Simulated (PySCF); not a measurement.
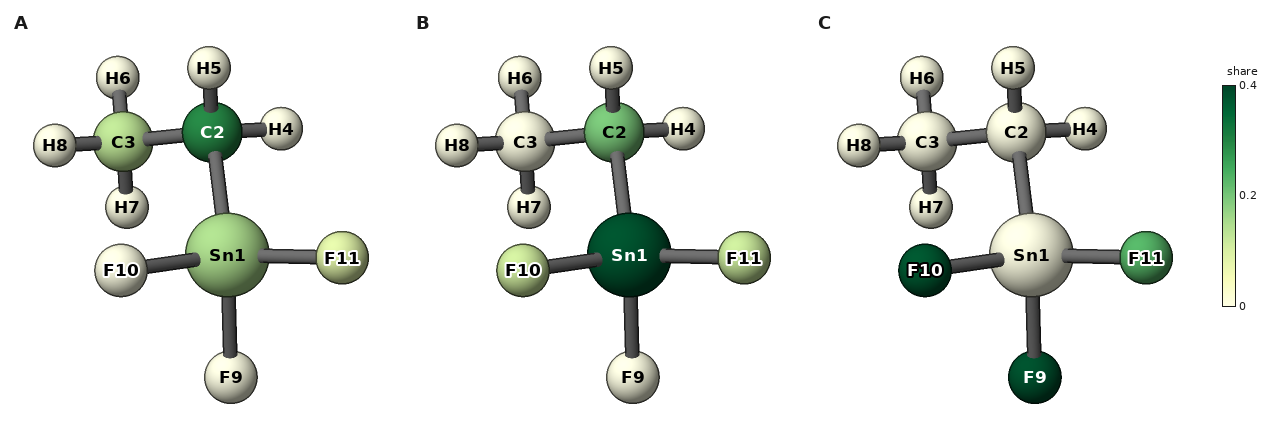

Each panel colours the atoms by their Löwdin share in one orbital (up to four of the largest shares; other atoms are shown as zero). The computed structure is the end point of a PBE0-D3(BJ)/def2-SVP optimisation. No frequency run is at hand to confirm it as a minimum. Method: CAM-B3LYP/def2-SVPD, core potentials on Sn (PySCF 2.14.0).

The panels show the HOMO−2, HOMO, LUMO, in some order. Which is which?

Answer. A: HOMO, −11.01 eV; C2 0.29, Sn1 0.15, C3 0.13, F11 0.09
B: LUMO, −1.15 eV; Sn1 0.38, C2 0.20, F11 0.12, F10 0.11
C: HOMO−2, −12.77 eV; F9 0.38, F10 0.37, F11 0.23
